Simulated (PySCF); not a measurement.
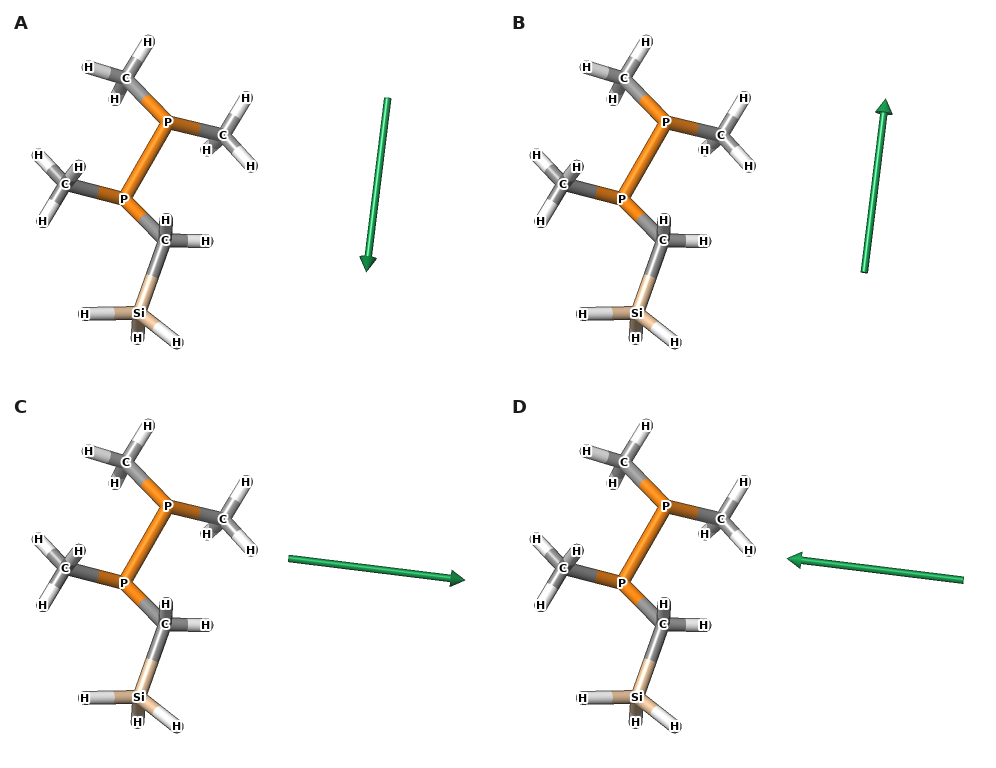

The same molecule four times, each with an arrow. The computed structure is the end point of a GFN2-xTB optimisation. No frequency run is at hand to confirm it as a minimum. Method: PBE0/pcSseg-1, gas phase (PySCF 2.14.0).

### Which arrow points along the dipole moment, from the negative to the positive end?

B. The dipole moment is 0.59 D.

The geometry is semi-empirical. Around P, Si such bond lengths and angles can be off by a tenth of an ångström or more and by several degrees, and values that hang on the shape move with them.
